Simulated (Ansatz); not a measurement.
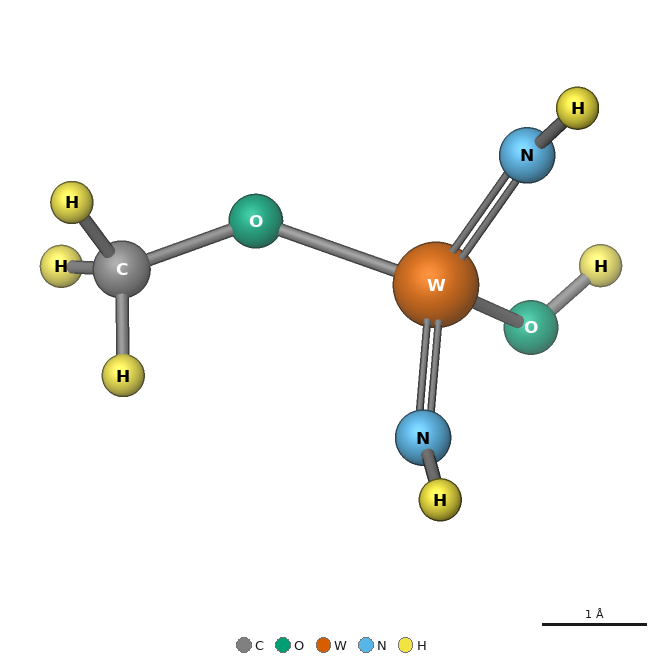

Atoms fade into the background with distance from the viewer. Charge 0, singlet. The computed structure is the end point of a PBE0-D4/def2-TZVP optimisation. Masses are those of the most abundant isotopes; constants are for the rigid equilibrium geometry.

> Classify the rotor and give the rotational constants (GHz).

An asymmetric top (C1): A = 3.44, B = 1.77, C = 1.72 GHz. Ray's parameter κ is −0.95, close to the prolate limit.
